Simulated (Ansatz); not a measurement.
H₄OSi₂···HCl

The calculation's input:

```
crystal:
  periodic: [false, false, false]
  atoms:
    - {symbol: Si, position_ang: [-0.886354, -0.869463, -0.473567]}
    - {symbol: Cl, position_ang: [0.600118, 2.166607, -1.457335]}
    - {symbol: O, position_ang: [-1.145491, -0.093268, -1.773144]}
    - {symbol: H, position_ang: [-0.270876, 1.161073, -1.752279]}
    - {symbol: H, position_ang: [-1.626510, -2.143890, -0.251110]}
    - {symbol: Si, position_ang: [0.623458, -0.138494, 1.178261]}
    - {symbol: H, position_ang: [0.157357, 1.167741, 1.693780]}
    - {symbol: H, position_ang: [1.977053, -0.082482, 0.583386]}
    - {symbol: H, position_ang: [0.571246, -1.167923, 2.251909]}
basis:
  gaussian: {orbitals: def2-TZVPP}
hamiltonian: {xc: pbe0, dispersion: d4}
output: {orbitals: {seedname: orbitals}}
```

Run with:

```sh
ansatz run in.yaml --threads 4 --pin off --events-out ev --progress --plain --max-ram 9574MiB
```

The product side of a reaction path; geometry: PBE0-D4/def2-TZVP; a saddle point, not a minimum.

All numbers below come from Ansatz 0.2.0, RKS PBE0-D4/def2-TZVPP.

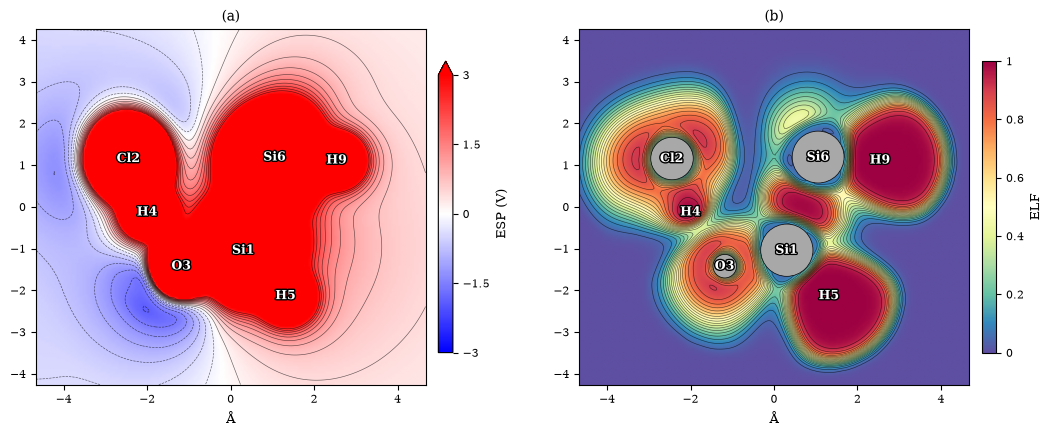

Figure 1. (a) electrostatic potential; (b) electron localisation function on the plane of atoms H5, Si1 and Si6. Grey discs cover the atomic cores in the ELF map.

> Read the bonding off the picture.

Atoms in the plane: Si, Cl, O and H.
O3···H4 (1.53 Å): the ELF climbs to about 0.90 towards the hydrogen, as it does in any bond to H.
Si–O (1.54 Å): the ELF peaks at about 0.85 between the atoms: a short, strongly polar bond.
Si–Si (2.35 Å): the ELF peaks at about 1 between the atoms, as expected for a covalent bond.
Cl–H (1.36 Å): the ELF climbs to about 1 towards the hydrogen: an ordinary covalent bond to hydrogen.
Si–H (1.49 Å): the ELF climbs to about 1 towards the hydrogen.
The ELF also peaks beside O3 and Cl2, away from the bonds: lone-pair regions.
Outside the dense part of the complex the potential is most negative (−1.9 V) near O3.

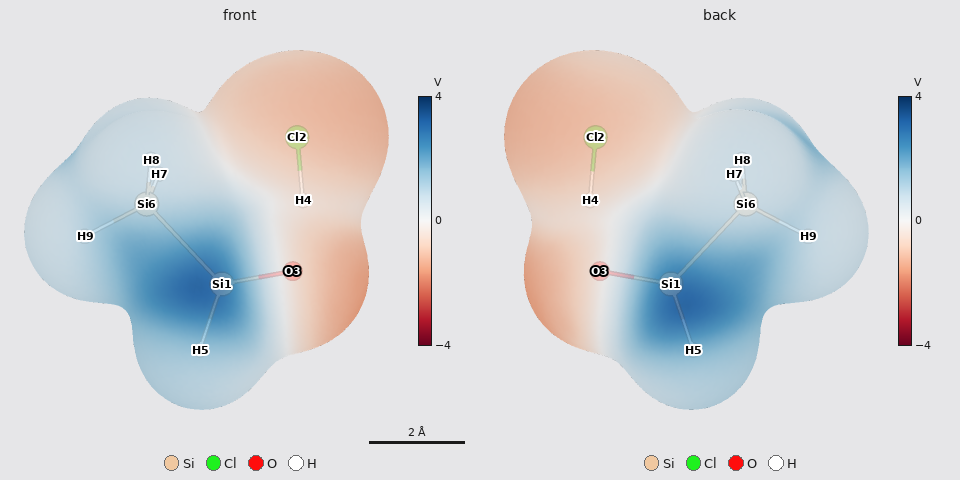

Figure 2. The molecular electrostatic potential painted on the density surface at 0.002 e/bohr³, seen from the front and from behind; the colour scale runs from red (negative) to blue (positive).

> Which sites attract a positive test charge, and which a negative one?

A positive charge is drawn to the negative regions and a negative charge to the positive ones. The most negative region (about −1.6 V) lies over O3, the most positive (about +3.2 V) over Si1. O3 is the likeliest acceptor of a hydrogen bond.

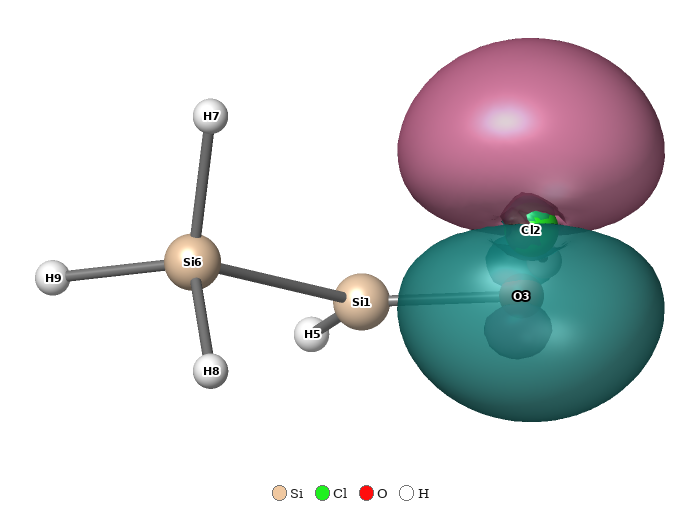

Figure 3. One frontier orbital at ±0.1 Å⁻³ᐟ² (teal and pink are the two phases), seen from one side.

> Which orbital is it: HOMO or LUMO?

The HOMO, at −8.23 eV. It lies mainly on Cl2 (about 95 %); largely a lone pair of Cl2.
